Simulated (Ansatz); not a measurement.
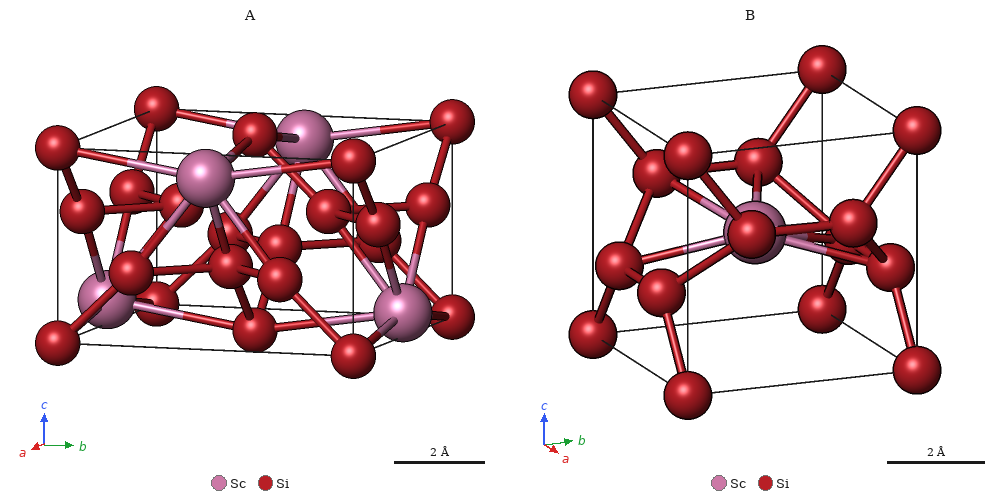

Two structures of ScSi5, each relaxed to rest (conventional cells in solid outline, small ones repeated, not to one scale). Method: DFT PBE, scalar-relativistic, plane waves, PAW (Ansatz), without spin polarisation.

Question: Give the type and space group of each.

Answer: A: 12 atoms a cell on a primitive tetragonal lattice, P4/nmm. B: 6 atoms a cell on a primitive tetragonal lattice, P-4m2.

Question: Which form lies lower?

Answer: A is lower, by 88 meV/atom at this level of theory (energies at zero smearing). Volumes: A 17.9, B 22.7 Å³/atom.

One or both may be structure types tried for this composition rather than known phases.
